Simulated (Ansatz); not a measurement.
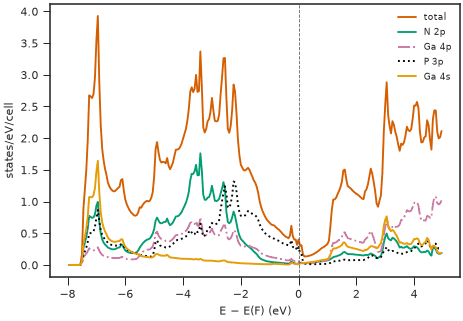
Figure: Total and projected density of states of Ga2PN in space group P3m1 (No. 156; Ga on 1a, Ga on 1c, P on 1a, N on 1c), PBE (plane waves, PAW; program Ansatz)

Q: Which orbitals carry the states next to the Fermi level?

A: Within 0.5 eV of the Fermi level: P 3p 58 %, Ga 4p 16 %, N 2p 10 %, Ga 4s 8 %. Projections are on Löwdin-orthogonalised atomic valence shells; empty p or d shells of many metals are not among them.

Q: Where is the tallest occupied peak in this window, and what makes it?

A: Near -6.9 eV, about 3.9 states/eV per cell; the largest projected share is Ga 4s.

The start of the workflow was typed in or built on a structure type; neither database checked (COD, Materials Project) lists it. Its standing as an ambient phase is unchecked. The cell was relaxed with PBE under the symmetry of its start; whether a distortion lowers the energy is not shown. Scalar-relativistic: spin–orbit coupling is off unless named, which matters more the heavier the elements.

Potentials: the later of the program's two PAW sets.
